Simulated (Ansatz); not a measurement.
Take BAs (space group P6_422, No. 181; a = 3.429 Å, c = 7.403 Å; a hypothetical phase, not in the database extracts checked) as the base.

It is then changed as follows: a hydrostatic pressure of 3 GPa.

All numbers come from plane-wave PAW DFT at the PBEsol level (Ansatz, a quantum-chemistry and plane-wave program, 420 eV), no SOC.

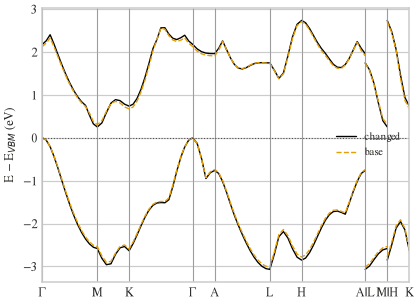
Figure: Highest valence and lowest conduction band along the path, each from its own valence-band maximum

Task: From the figure, how large is the changed gap, and is it direct?

Result: About 0.3 eV, indirect, Γ → M.

Load acts through the strain it causes; cell and atoms are relaxed under it. No phonon test of stability was made. The base started in P3_121 and relaxed to P6_422 at this level.
